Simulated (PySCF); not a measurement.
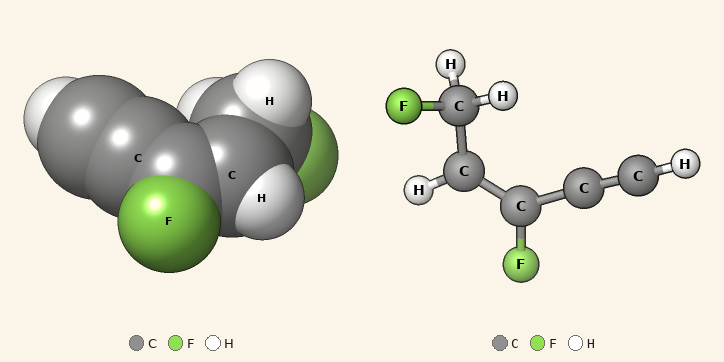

Two views of one molecule.

The computed structure is the end point of a GFN2-xTB optimisation. No frequency run is at hand to confirm it as a minimum.

Give the formula.

C5H4F2, 11 atoms: 5 carbon, 4 hydrogen and 2 fluorine.

Does it have rings?

It has no ring.

The parts below concern this one geometry. Atoms keep their numbers from picture to picture.

## Shape

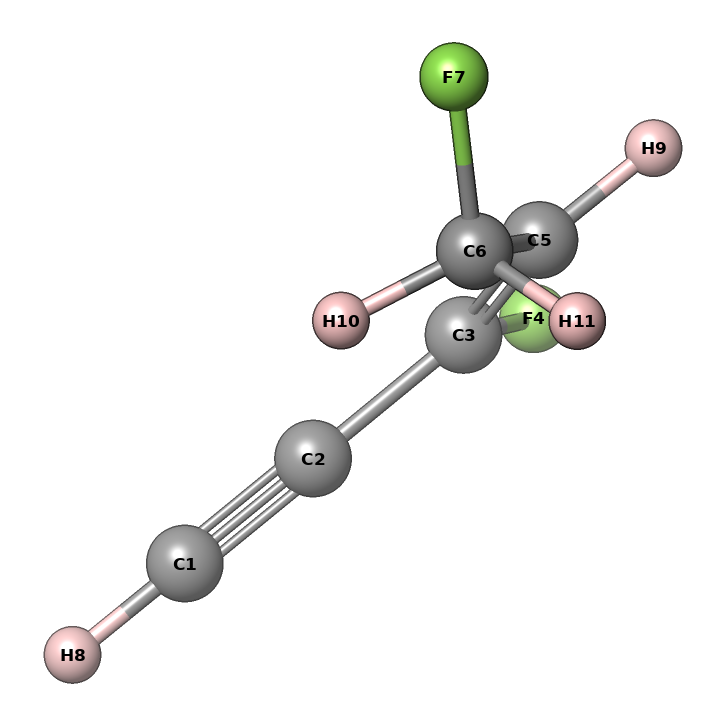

C5 lies behind C6. The molecule seen a little off the C6–C5 bond, C6 in front. Atoms fade into the background with distance from the viewer. No frequency run is at hand to confirm it as a minimum.

What is the torsion angle F7–C6–C5–C3? The sign is positive where the front bond must turn clockwise to cover the back bond.

−132°, anticlinal.

## Dipole moment

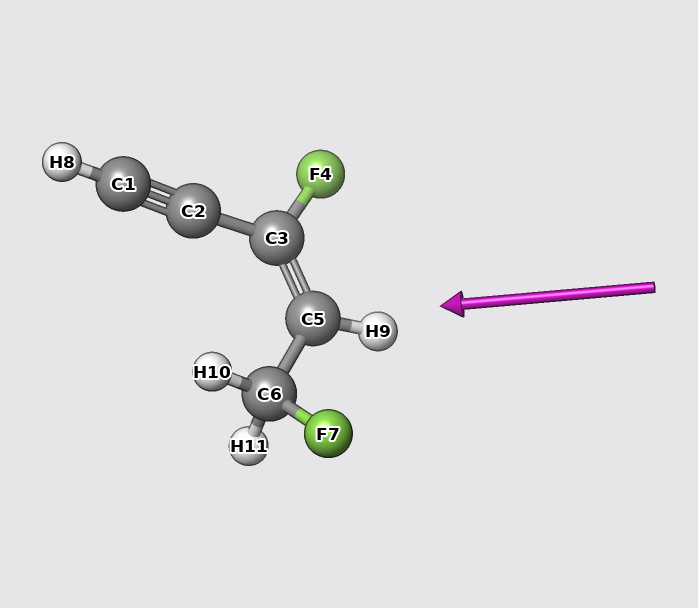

The arrow beside the molecule shows the direction of the dipole moment, from the negative to the positive end (its length means nothing). No frequency run is at hand to confirm it as a minimum. Method: PBE0/def2-SVPD, gas phase (PySCF 2.14.0).

Estimate the dipole moment.

2.08 D; it points from the side of H9 to the side of H8 (the outermost atoms at the two ends).

## Polarisability

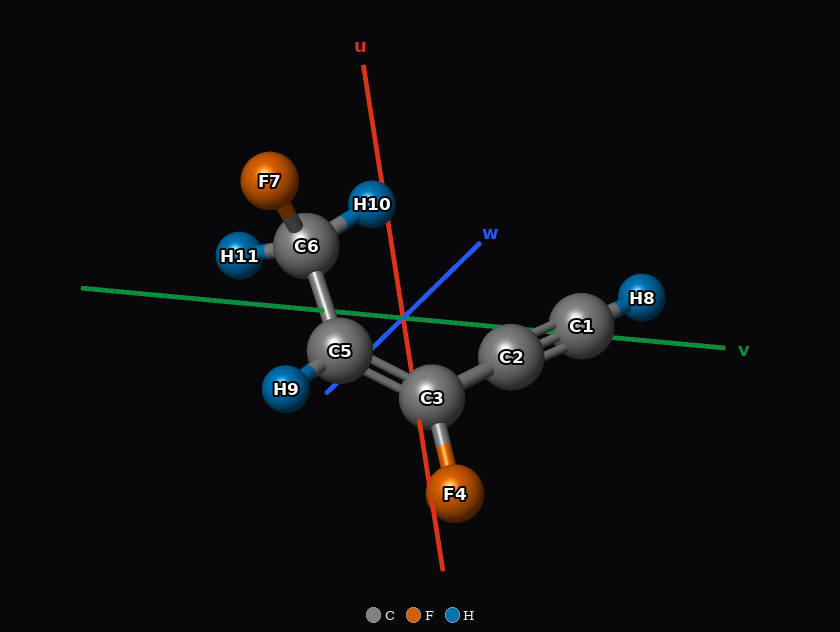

The lines u, v and w are the principal axes of the static dipole polarisability. No frequency run is at hand to confirm it as a minimum. Computed with PBE0/def2-SVPD (PySCF 2.14.0).

Along which axis is the molecule most polarisable, and along which least?

Most along v (close to the long direction C1···F7), least along w.

Give the three principal values.

u 56.8, v 89.0, w 41.4 bohr³; mean 62.4, anisotropy 42.0 bohr³.

## Excitation

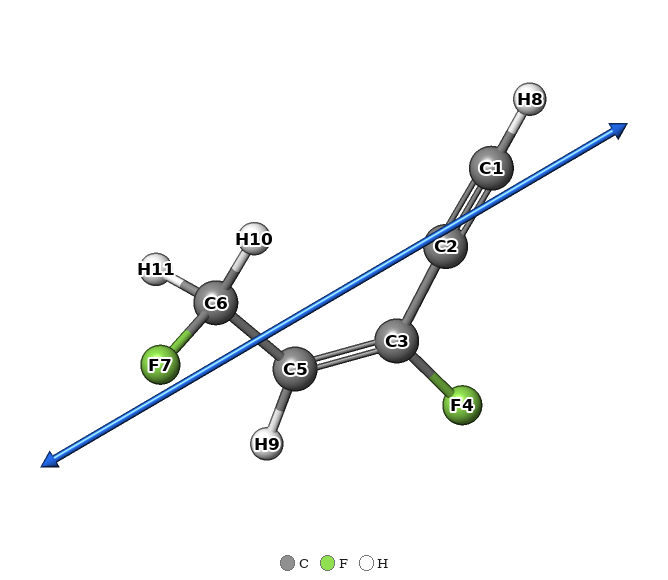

The double arrow shows the direction of the transition dipole to excited singlet state 1 (its length means nothing). No frequency run is at hand to confirm it as a minimum. Properties computed with TDDFT PBE0/def2-SVPD, vertical, gas phase, core orbitals frozen in the response (PySCF 2.14.0).

How is the transition polarised?

Close to the long direction C1···F7.

Where does the transition lie, and how strong is it?

5.56 eV (223 nm), oscillator strength 0.17, mainly HOMO → LUMO (weight 0.55); transition dipole 2.84 D.
